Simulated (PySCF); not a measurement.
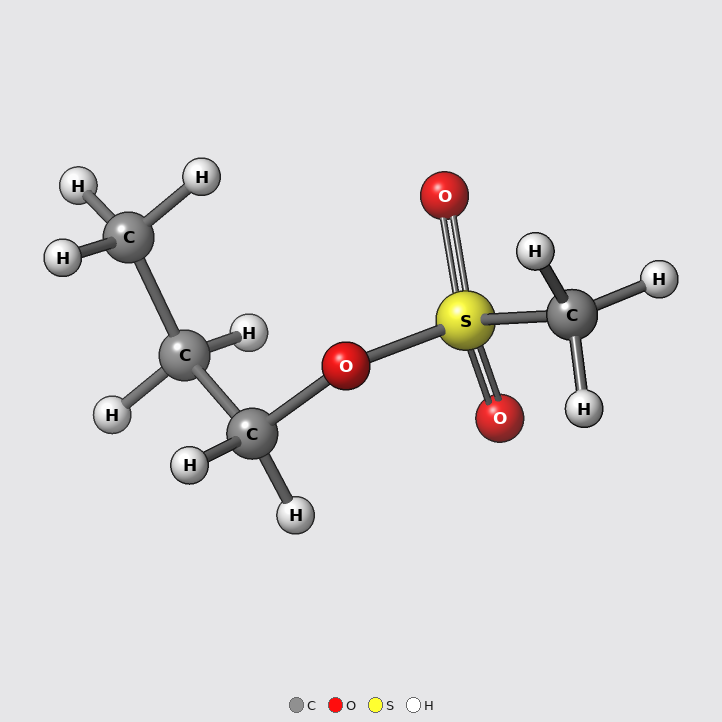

The picture shows a molecular structure as a ball-and-stick model. Multiple sticks mark multiple bonds (one Kekulé form).

The computed structure is the end point of a PBE0-D3(BJ)/def2-SVP optimisation. No frequency run is at hand to confirm it as a minimum.

Identify the structure.

Formula C₄H₁₀O₃S. Its SMILES string is `CCCOS(C)(=O)=O`. It has no ring. This geometry has C1 symmetry. Coordination: 4 C tetrahedral; 1 O bent; 1 S tetrahedral.

The parts below concern this one geometry. Atoms keep their numbers from picture to picture.

**Geometry**

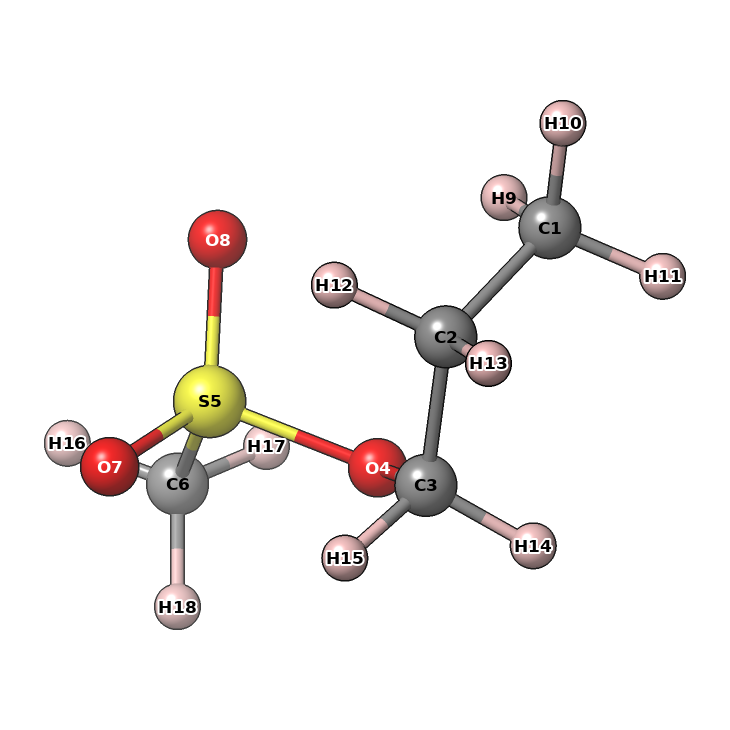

O4 lies behind C3. The molecule seen a little off the C3–O4 bond, C3 in front. Atoms fade into the background with distance from the viewer. No frequency run is at hand to confirm it as a minimum.

What is the torsion angle C2–C3–O4–S5? The sign is positive where the front bond must turn clockwise to cover the back bond.

Answer. −67°, synclinal (gauche).

**Excitation**

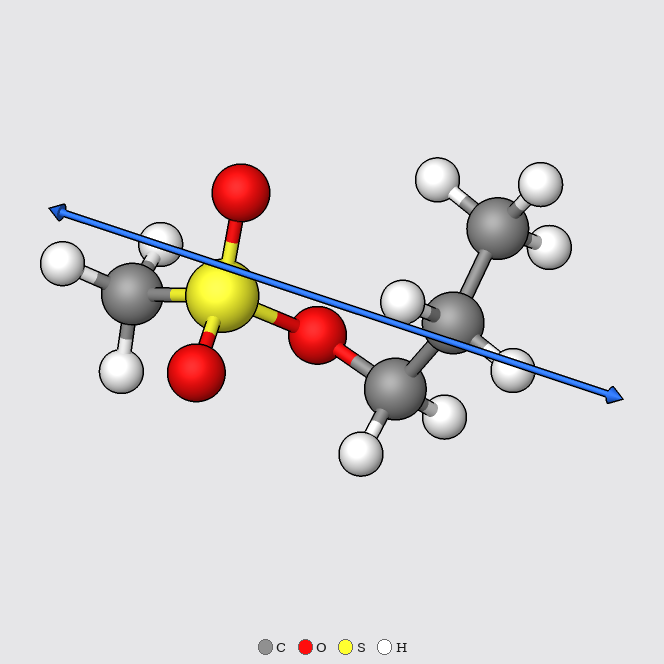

The double arrow shows the direction of the transition dipole to excited singlet state 3 (its length means nothing). No frequency run is at hand to confirm it as a minimum. Method: TDDFT CAM-B3LYP/def2-SVPD, vertical, IEF-PCM benzene (non-equilibrium linear response), core orbitals frozen in the response (PySCF 2.14.0).

Give its energy, strength and character.

Answer. 8.62 eV (144 nm), oscillator strength 0.083, mainly HOMO−1 → LUMO (weight 0.76); transition dipole 1.59 D.

**Polarisability**

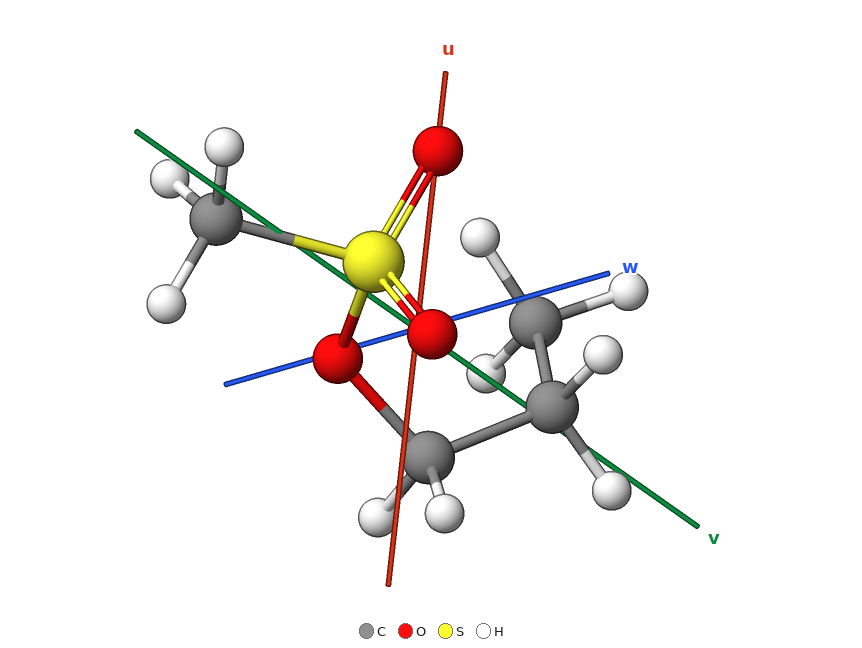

The lines u, v and w are the principal axes of the static dipole polarisability. No frequency run is at hand to confirm it as a minimum. Level of theory: CAM-B3LYP/def2-SVPD in cyclohexane (IEF-PCM) (PySCF 2.14.0).

Along which axis is the molecule most polarisable, and along which least?

Answer. Most along v, least along w.

Give the three principal values.

Answer. u 85.5, v 97.9, w 80.7 bohr³; mean 88.1, anisotropy 15.4 bohr³.

**NMR shielding**

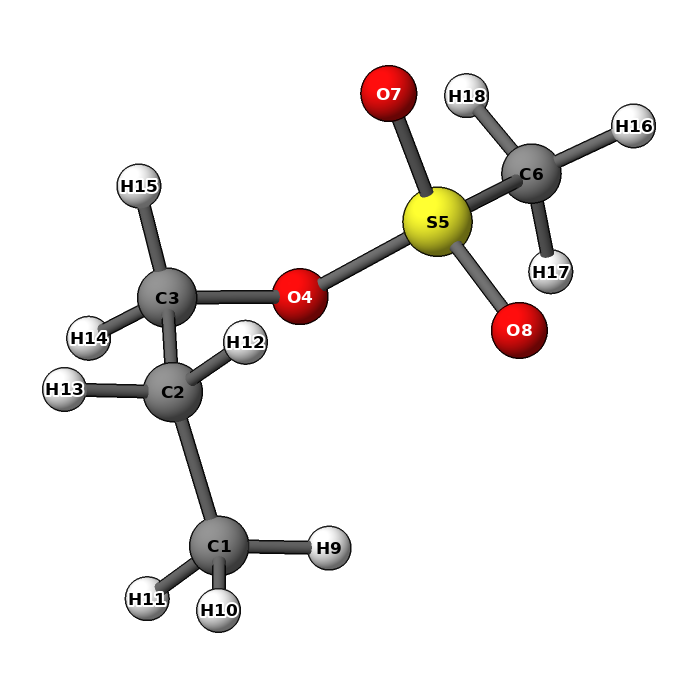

The questions are on isotropic NMR shieldings of the C atoms. No frequency run is at hand to confirm it as a minimum. Method: GIAO PBE0/pcSseg-1 NMR shielding, non-relativistic, IEF-PCM benzene (PySCF 2.14.0).

List the isotropic NMR shieldings of the C atoms.

```tsv
atom	σ (ppm)
C1	173.2
C2	157.8
C3	114.5
C6	141.0
```

**Charges**

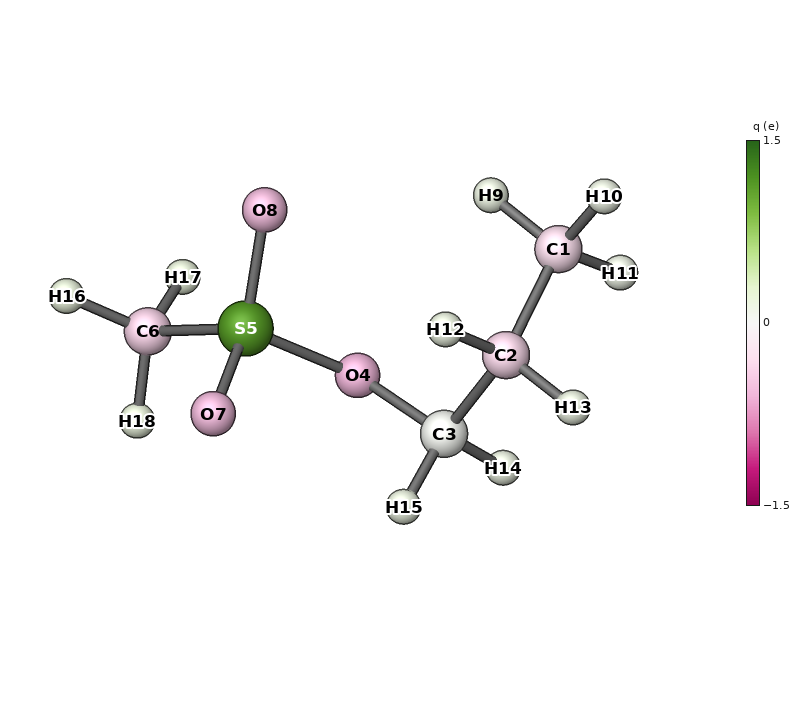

Atoms are coloured by their Mulliken charges. No frequency run is at hand to confirm it as a minimum. Properties computed with PBE0/pcSseg-1 in benzene (IEF-PCM) (PySCF 2.14.0).

List the Mulliken charges.

```json
{"atom": "C1", "value (e)": "−0.29"}
{"atom": "C2", "value (e)": "−0.33"}
{"atom": "C3", "value (e)": "0.04"}
{"atom": "O4", "value (e)": "−0.57"}
{"atom": "S5", "value (e)": "1.13"}
{"atom": "C6", "value (e)": "−0.37"}
{"atom": "O7", "value (e)": "−0.55"}
{"atom": "O8", "value (e)": "−0.54"}
{"atom": "H9", "value (e)": "0.13"}
{"atom": "H10", "value (e)": "0.12"}
{"atom": "H11", "value (e)": "0.11"}
{"atom": "H12", "value (e)": "0.14"}
{"atom": "H13", "value (e)": "0.13"}
{"atom": "H14", "value (e)": "0.14"}
{"atom": "H15", "value (e)": "0.15"}
{"atom": "H16", "value (e)": "0.18"}
{"atom": "H17", "value (e)": "0.18"}
{"atom": "H18", "value (e)": "0.18"}
```

Mulliken values depend strongly on the basis set and can even reverse the polarity of a bond.
